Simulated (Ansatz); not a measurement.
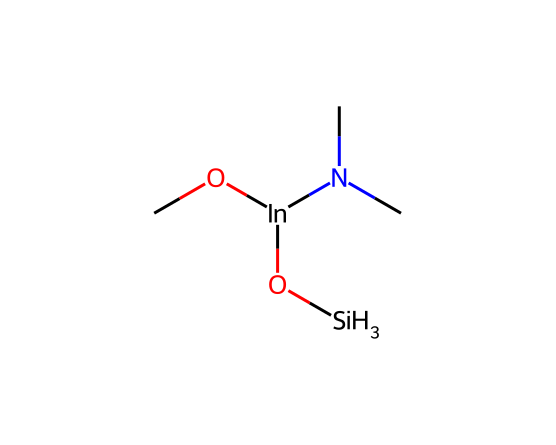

> Give its SMILES.

C[O][In]([O][SiH3])[N](C)C

> What is the molecular formula?

C3H12InNO2Si.

More results for the same structure follow; atom numbers are the same in all pictures, views and colours differ. Computed geometry: PBE0-D4/def2-TZVP optimisation. No frequency run is at hand to confirm it as a minimum.

Geometry

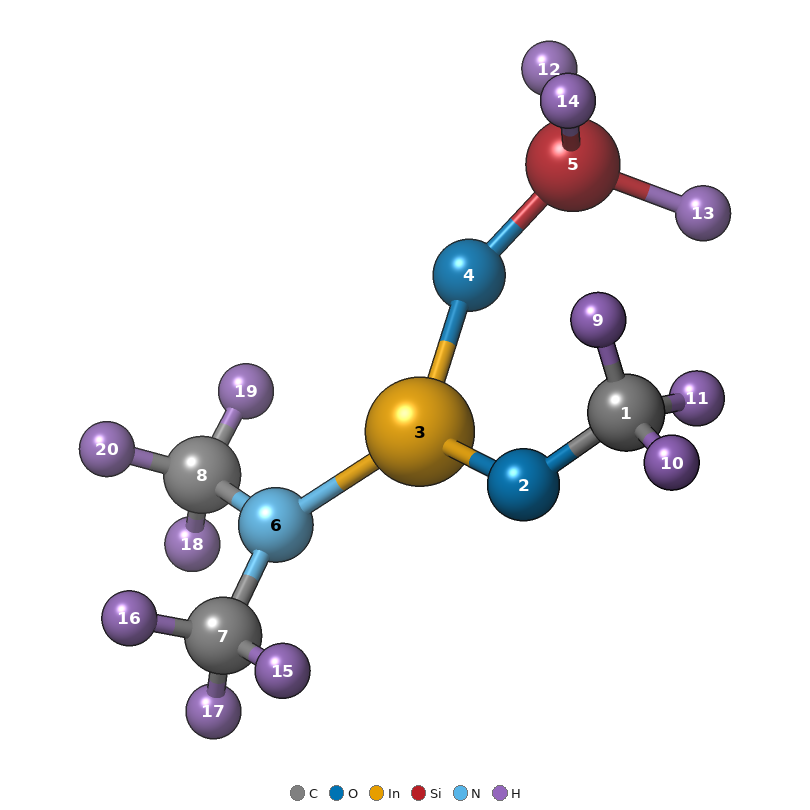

Numbered structure. No frequency run is at hand to confirm it as a minimum.

List the bonds and their lengths. Leave out bonds to hydrogen.

```csv
bond,length (Å)
C1–O2,1.407
O2–In3,1.972
In3–O4,1.983
In3–N6,1.983
O4–Si5,1.623
N6–C7,1.440
N6–C8,1.441
```

Dipole moment

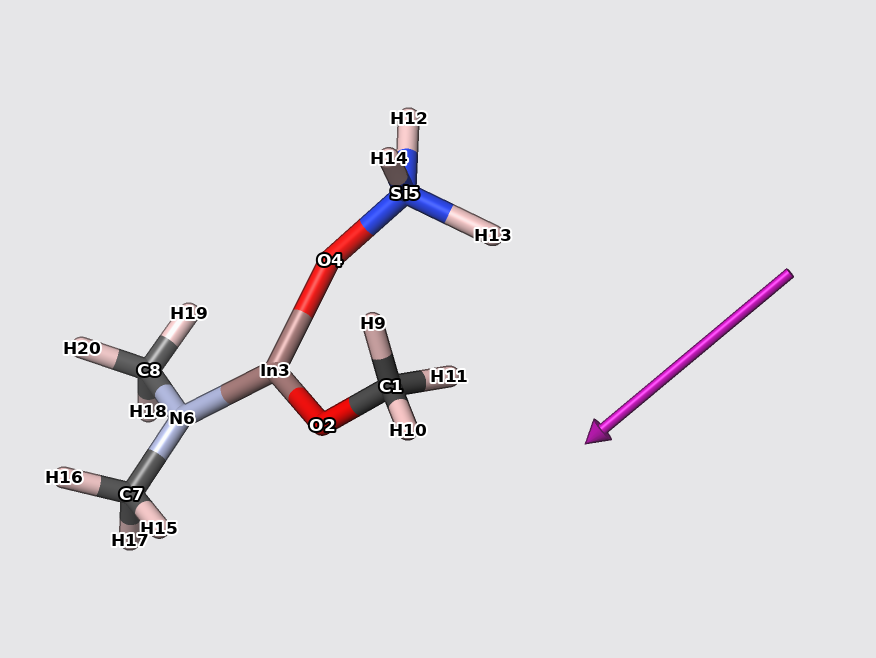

The arrow beside the molecule shows the direction of the dipole moment, from the negative to the positive end (its length means nothing). No frequency run is at hand to confirm it as a minimum. Level of theory: RKS PBE-D4/def2-TZVPP, core potentials on In (Ansatz 0.2.0).

> Estimate the dipole moment.

1.90 D; it points from the side of H12, H13 to the side of H16, H17 (the outermost atoms at the two ends).

Electronic properties

No frequency run is at hand to confirm it as a minimum. Properties computed with RKS BLYP-D4/def2-TZVPP, core potentials on In (Ansatz 0.2.0).

Predict the main results.

- HOMO energy (Kohn–Sham orbital): −5.06 eV
- LUMO energy (Kohn–Sham orbital): −2.46 eV
- HOMO–LUMO gap: 2.60 eV
- dispersion correction: −97.2 kJ/mol

Charges

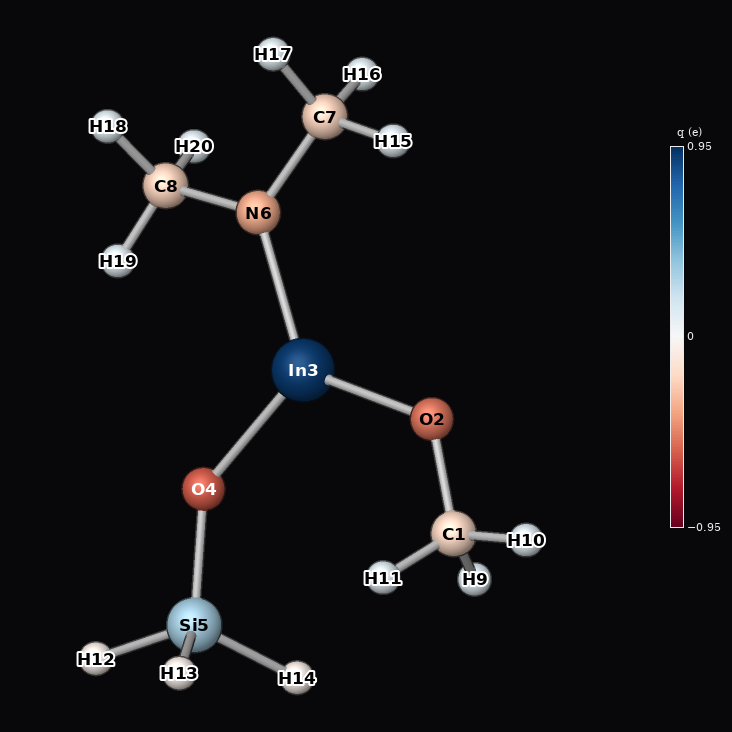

Atoms are coloured by their Mulliken charges. No frequency run is at hand to confirm it as a minimum. Method: RKS ωB97M-V/def2-TZVPP, core potentials on In (Ansatz 0.2.0).

> Which atom carries the highest charge (most positive or least negative)?

In3 (0.91 e).

> And the lowest?

O4 (−0.57 e).

List the Mulliken charges.

| atom | value (e) |
| --- | --- |
| C1 | −0.19 |
| O2 | −0.51 |
| In3 | 0.91 |
| O4 | −0.57 |
| Si5 | 0.31 |
| N6 | −0.34 |
| C7 | −0.21 |
| C8 | −0.21 |
| H9 | 0.11 |
| H10 | 0.12 |
| H11 | 0.11 |
| H12 | −0.05 |
| H13 | −0.06 |
| H14 | −0.06 |
| H15 | 0.10 |
| H16 | 0.11 |
| H17 | 0.11 |
| H18 | 0.11 |
| H19 | 0.11 |
| H20 | 0.11 |

Mulliken values depend strongly on the basis set and can even reverse the polarity of a bond.
